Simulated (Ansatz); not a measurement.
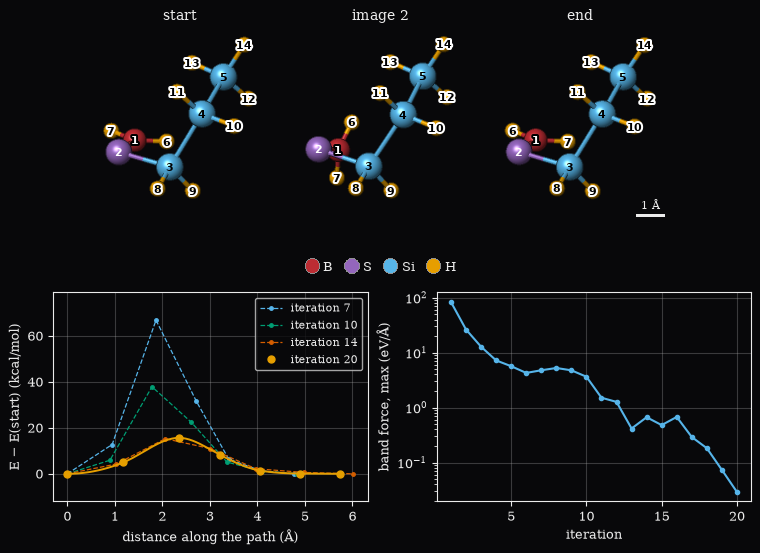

NEB run on BSi₃H₉S. Images are numbered from 0 (start) to 6 (end). The plot follows the band through its iterations. A ball-and-stick model, seen from a free direction.

The calculation used RKS BLYP/def2-SVP in Ansatz 0.2.0. Settings: 5 movable images; climbing image; force threshold 0.05 eV/Å; iteration limit 60; starting path through a guess of the saddle point.

Judge this run.

Answer. The result is final at these settings. The band converged in 20 iterations. The largest component of the band force went from 83 to 0.029 eV/Å. The climbing image converged on the top of the path. Its vibrational analysis gives one imaginary mode (466i cm⁻¹), as a transition state must have. The first iteration put the highest image at 499.6 kcal/mol. The two ends have the same energy, and the highest point, image 2, lies 15.6 kcal/mol above the start.

Cost: 2.7 min on 2 threads of Intel(R) Xeon(R) 6975P-C (Granite Rapids) (shared host), peak memory 0.2 GiB.
